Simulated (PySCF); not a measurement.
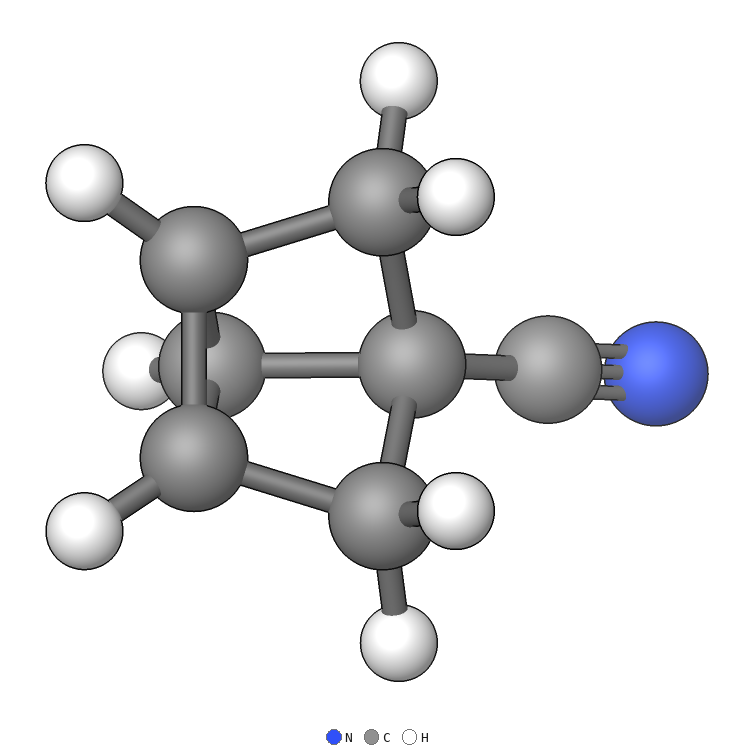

The geometry was computed by an optimisation with GFN2-xTB. No frequency run is at hand to confirm it as a minimum. Level of theory: PBE0/def2-SVPD, gas phase (PySCF 2.14.0). Excitations: vertical, linear response.

**Give the dipole moment at this level.**

4.45 D.

**Estimate the HOMO–LUMO gap.**

8.18 eV.

**Estimate the lowest vertical singlet excitation.**

6.77 eV.

**Give the mean static polarisability at this level.**

74.7 bohr³.
